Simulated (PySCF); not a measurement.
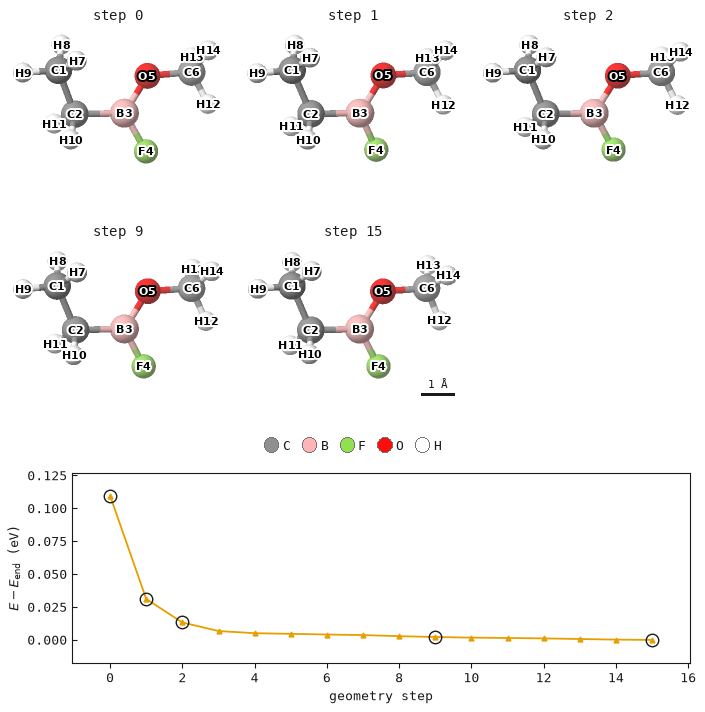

Frames of a relaxation of C3H8BFO, marked on the history of the run. The picture is a ball-and-stick view, seen at a tilt.

The start comes from GFN2-xTB. Its atoms were then displaced at random by about 0.01 Å.

All numbers below come from PySCF 2.14.0, density-fitted response routines, PBE0-D3(BJ)/def2-SVP geometry optimisation, gas phase. 

> Describe the path.

H14 moves most after the best rigid fit: 0.33 Å. By element the largest moves are H 0.33 Å, F 0.14 Å, C 0.10 Å, O 0.08 Å, B 0.01 Å. Near-neighbour distances that change, for instance: C1–H7 1.061 → 1.101 Å, B3–F4 1.373 → 1.342 Å, C2–H10 1.082 → 1.106 Å, C2–H11 1.092 → 1.106 Å. Among the angles between lasting bonds that change: H7–C1–H8 109.5° → 106.7°, F4–B3–O5 116.5° → 119.0°, H10–C2–H11 106.3° → 104.0°. Over 15 geometry steps the energy falls by 0.110 eV. From step 0 to 1: F4 moves most (0.28 Å), energy −0.078 eV. From step 1 to 2: F4 moves most (0.08 Å), energy −0.018 eV. From step 2 to 9: H atoms move most (0.13 Å), energy −0.011 eV. From step 9 to 15: H atoms move most (0.14 Å), energy −0.002 eV.

```csv
step,"E − E(0), eV"
0,0.0000
1,-0.0785
2,-0.0963
3,-0.1028
4,-0.1044
5,-0.1049
6,-0.1054
7,-0.1059
8,-0.1067
9,-0.1073
10,-0.1078
11,-0.1080
12,-0.1084
13,-0.1088
14,-0.1093
15,-0.1095
```
